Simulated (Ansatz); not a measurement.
# CH8GaN: the cost of one run

Computed with Ansatz 0.2.0, Gaussian basis. Level: PBE0-D4/def2-SVP.

24 further runs of the same task are left out: 2 that didn't finish, 22 set aside as unsound or not needed.

## 1. The system as given

The first end: 11 atoms, charge 0, spin multiplicity 1.

Atoms are counted from 1 here; the program's logs count them from 0.

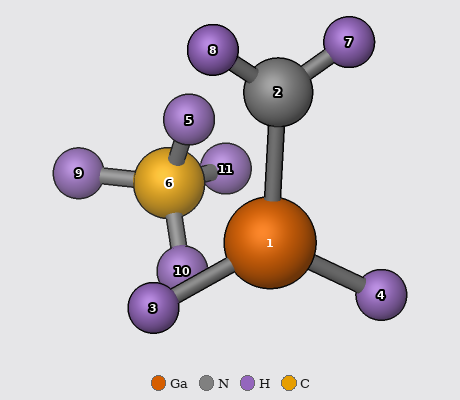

The starting geometry (gallium orange, nitrogen grey, hydrogen purple, carbon amber); atoms are numbered from 1 in the order of the file.

As a file:

```xyz
11

Ga   -0.2947    0.1153   -1.5532
N     1.0549    1.3134   -1.3587
H     0.1111   -1.3533   -1.8938
H    -1.7489    0.6598   -1.3911
H     0.2652   -0.0885    1.3199
C    -0.4132   -0.8206    1.7609
H     0.9170    2.2889   -1.1574
H     2.0291    1.0845   -1.4576
H     0.1699   -1.6087    2.2363
H    -1.0491   -1.2634    0.9927
H    -1.0413   -0.3275    2.5020
```

The second end:

```xyz
11
CH8GaN
Ga   -0.48966   -0.43160   -0.71807
N     1.05109    1.07922   -0.56860
H     0.32444   -1.47113   -1.59849
H    -1.57734    0.45490   -1.45938
H     1.87832    0.71169   -0.11285
C    -0.75852   -0.83666    1.21026
H     0.72546    1.87967   -0.03915
H     1.31509    1.39819   -1.49353
H     0.15196   -1.21915    1.68006
H    -1.52707   -1.60545    1.32854
H    -1.09366    0.04024    1.77121
```

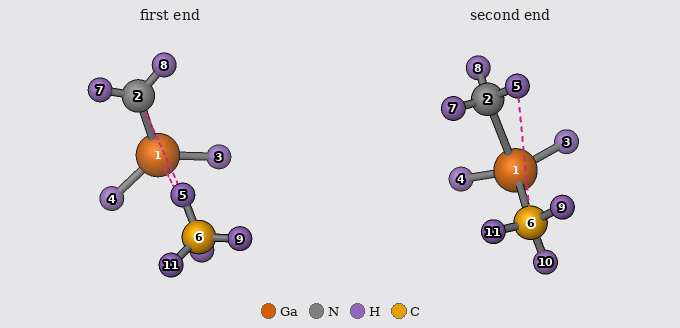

The two ends; dashed lines mark the contacts followed along the path.

## 2. The band at PBE0-D4/def2-SVP

neb/in.yaml

```yaml
crystal:
  periodic: [false, false, false]
  atoms:
    - {symbol: Ga, position_ang: [-0.294731, 0.115255, -1.553189]}
    - {symbol: N, position_ang: [1.054926, 1.313350, -1.358692]}
    - {symbol: H, position_ang: [0.111061, -1.353342, -1.893753]}
    - {symbol: H, position_ang: [-1.748882, 0.659847, -1.391125]}
    - {symbol: H, position_ang: [0.265228, -0.088485, 1.319938]}
    - {symbol: C, position_ang: [-0.413175, -0.820616, 1.760901]}
    - {symbol: H, position_ang: [0.917026, 2.288852, -1.157380]}
    - {symbol: H, position_ang: [2.029091, 1.084541, -1.457633]}
    - {symbol: H, position_ang: [0.169876, -1.608652, 2.236306]}
    - {symbol: H, position_ang: [-1.049054, -1.263358, 0.992653]}
    - {symbol: H, position_ang: [-1.041265, -0.327493, 2.501972]}
basis:
  gaussian: {orbitals: def2-SVP}
hamiltonian: {xc: pbe0, dispersion: d4}
neb:
  images: 5
  climbing: true
  max_iterations: 40
  initial_path: idpp
  final_atoms:
    - {symbol: Ga, position_ang: [-0.489657, -0.431604, -0.718066]}
    - {symbol: N, position_ang: [1.051091, 1.079220, -0.568596]}
    - {symbol: H, position_ang: [0.324437, -1.471132, -1.598492]}
    - {symbol: H, position_ang: [-1.577340, 0.454902, -1.459385]}
    - {symbol: H, position_ang: [1.878320, 0.711687, -0.112853]}
    - {symbol: C, position_ang: [-0.758516, -0.836660, 1.210259]}
    - {symbol: H, position_ang: [0.725456, 1.879670, -0.039147]}
    - {symbol: H, position_ang: [1.315088, 1.398186, -1.493532]}
    - {symbol: H, position_ang: [0.151958, -1.219153, 1.680063]}
    - {symbol: H, position_ang: [-1.527072, -1.605454, 1.328536]}
    - {symbol: H, position_ang: [-1.093663, 0.040237, 1.771213]}
```

Run with:

```
$ ansatz run in.yaml --threads 4 --pin off --events-out ev --progress --plain --max-ram 9574MiB
```

**Question.** How long does this run take on 4 threads of Arm Neoverse V2, shared host?

About 1.7 min.
